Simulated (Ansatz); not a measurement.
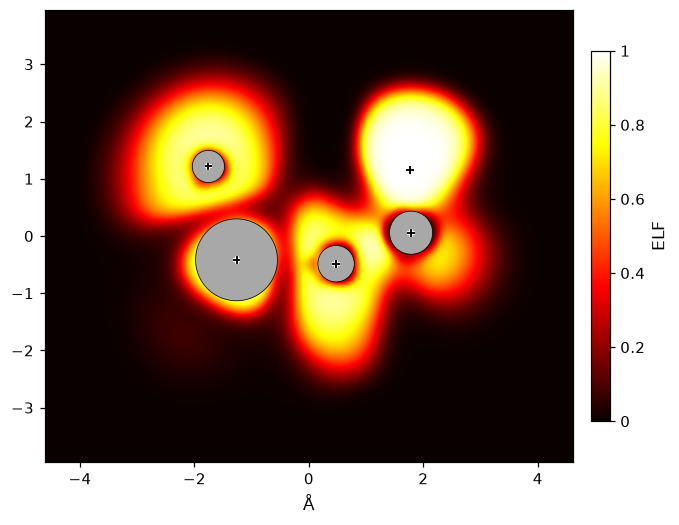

The electron localisation function on a plane through atoms (crosses mark nuclei in the plane; grey discs cover the cores).

Level of theory: RKS PBE0-D4/def2-TZVPP in Ansatz.

Candidates:
A. C2H6FNOW (SMILES C[N]=[W]([CH3])(=[O])[F])
B. C3H8O2Si (SMILES CC(C)O[Si]O)
C. CH8BNO3 (SMILES C[NH2+][B-](O)(O)O)

Question: Which candidate gave the map?

Answer: Candidate A: C2H6FNOW on the plane of atoms N2, W3 and O5, which holds C, N, W, O and H. C–N (1.42 Å): the ELF peaks at about 0.90 between the atoms, as expected for localised, covalent bonding. W–O (1.70 Å): the ELF peaks at about 0.80 in the valence shell of O, 0.5 Å from its nucleus, and drops to about 0.35 between the two atoms.
